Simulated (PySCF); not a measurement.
**C4H10O3Si (SMILES CO[SiH](OC)C(C)=O): density, localisation and related maps**

```xyz
18

C    -1.1915    2.4299    0.0924
O    -1.1945    1.0810   -0.2975
Si   -0.2539   -0.1245    0.2427
O    -0.4157   -1.3783   -0.7584
C    -1.5788   -2.0916   -1.0736
C     1.5896    0.3844    0.0973
C     2.5677   -0.5214   -0.5907
O     1.9198    1.4566    0.5616
H    -0.1734    2.7796    0.2667
H    -1.6481    3.0089   -0.7105
H    -1.7721    2.5561    1.0083
H    -0.5823   -0.4455    1.6348
H    -1.9327   -2.6438   -0.2009
H    -1.3348   -2.7928   -1.8719
H    -2.3672   -1.4163   -1.4067
H     2.1886   -0.7538   -1.5826
H     2.6162   -1.4546   -0.0341
H     3.5543   -0.0676   -0.6533
```

Geometry: GFN2-xTB.

All numbers below come from PBE0/pcSseg-1, SCF density, gas phase, non-relativistic (PySCF 2.14.0).

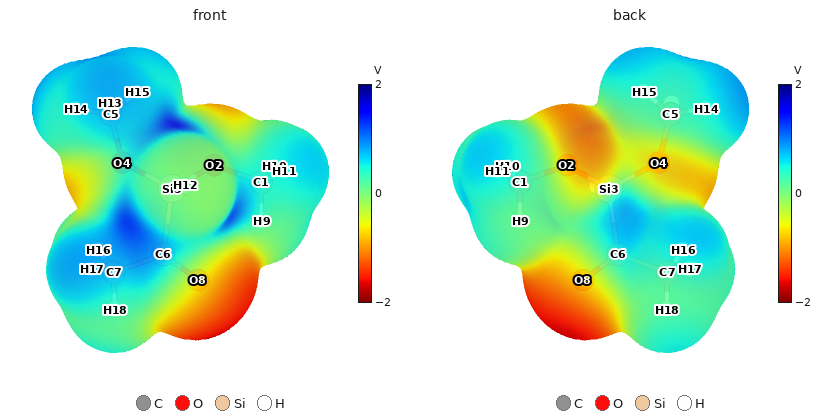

Figure 1. The molecular electrostatic potential painted on the density surface at 0.002 e/bohr³, seen from the front and from behind; the colour scale runs from red (negative) to blue (positive).

> Describe the electrostatic potential map.

The most negative region (about −1.7 V) lies over O8, the most positive (about +1.3 V) over Si3. O8 is the likeliest acceptor of a hydrogen bond.

> How polar is the molecule by this calculation?

Its dipole moment is 2.31 D.

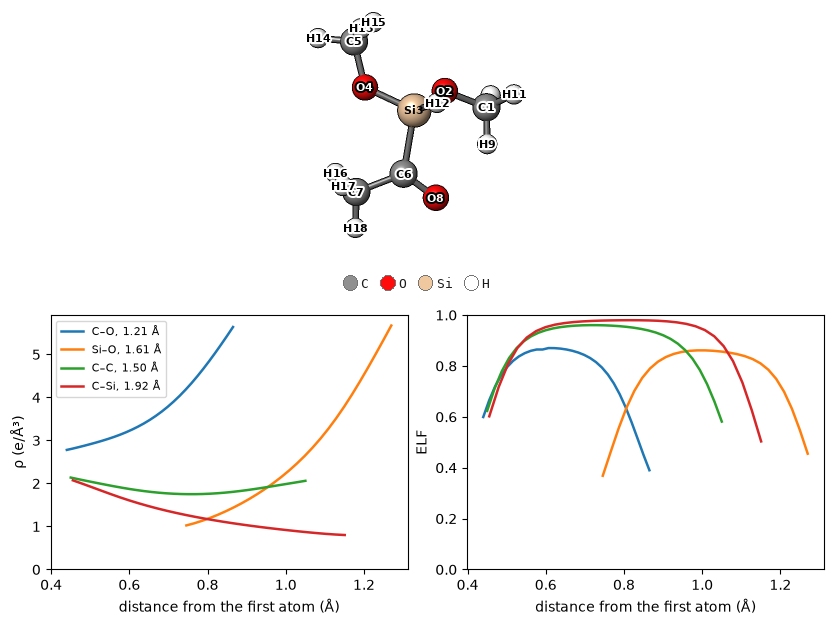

Figure 2. Total electron density and electron localisation function along straight lines between neighbouring atoms. The curves leave out the atomic cores. The structure is drawn too.

> What kind of bonding do the profiles show?

C–O (1.21 Å): ρ at the midpoint is about 3.3 e/Å³; the ELF peaks at about 0.85 between the atoms; a multiple bond.
Si–O (1.61 Å): ρ is about 1.2 e/Å³ halfway; the ELF peaks at about 0.85 between the atoms, as expected for a short, strongly polar bond.
C–C (1.50 Å): ρ is about 1.8 e/Å³ halfway; the ELF peaks at about 0.95 between the atoms (a shared electron pair).
C–Si (1.92 Å): ρ at the midpoint is about 0.96 e/Å³; the ELF peaks at about 1 between the atoms: a covalent bond.
